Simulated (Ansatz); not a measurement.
**Calibrating BHLYP-D4/def2-TZVPP on molecular compounds of Al**

The atomisation energy (no zero-point term) in kJ/mol of 8 molecular compounds of Al: x at BHLYP-D4/def2-TZVPP, y at CCSD(T)/CBS estimate. Shapes, held fixed at every level: PBE0-D4/def2-TZVP. Flexible molecules stand in one conformer, not always the lowest. Programs: Ansatz 0.2.0.

| molecule | x (kJ/mol) | y (kJ/mol) |
| --- | --- | --- |
| AlH3 (SMILES [AlH3]) | 893 | 899 |
| Al(NH2)(SH)F | 2370 | 2476 |
| AlSiH5SO2 (SMILES [OH][Al]([SH])[O][SiH3]) | 3437 | ? |
| C2H7AlFN (SMILES C[CH2][Al]([NH2])[F]) | 4438 | 4567 |
| C2H9AlOSi (SMILES C[CH2][AlH][O][SiH3]) | 4920 | 5023 |
| C3H12AlNO2Si (SMILES C[O][Al]([O][SiH3])[N](C)C) | 7388 | 7587 |
| C9H15Al (SMILES C=C[CH2][Al]([CH2]C=C)[CH2]C=C) | 10037 | 10268 |
| C7H17AlO3 (SMILES C[O][Al]([O]C(C)C)[O]C(C)C) | 10993 | 11303 |

**Question.** Fit y = c + s·x to the known rows and predict y for AlSiH5SO2.

**Answer.** 
1. Means of the 7 rows: x = 5862.71, y = 6017.6.
2. Σ(Δx)² = 85886623, Σ(Δx·Δy) = 88063870, so the slope is 88063870/85886623 = 1.0254.
3. Intercept: 6017.6 − (1.0254) × 5862.71 = 6.0. The largest residual of the fit is 40.
4. AlSiH5SO2: 6.0 + 1.0254 × 3437 = 3530 kJ/mol.

CCSD(T)/CBS estimate gives 3573 kJ/mol, so the prediction is off by -43 kJ/mol, about the largest residual. Uncorrected, BHLYP-D4/def2-TZVPP misses AlSiH5SO2 by -136 kJ/mol, and the other rows by 155 on average. The line removes about 65 % of this miss. Left out in turn, the other rows are missed by 34 kJ/mol on average, so much of the error is systematic among these molecules. The CBS estimate extrapolates MP2 from def2-TZVPP and def2-QZVPP and adds CCSD(T) − MP2 in the triple-zeta set, cores frozen.

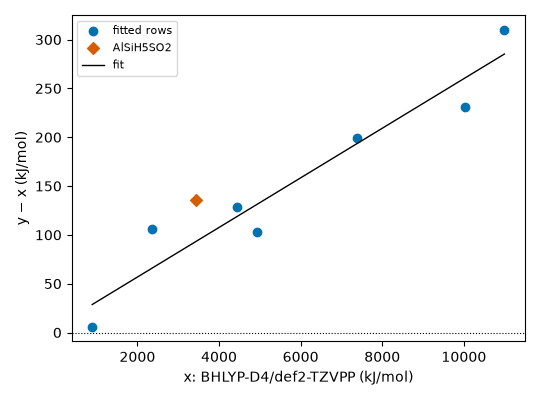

The correction y − x against x, with the fitted line and the withheld molecule.
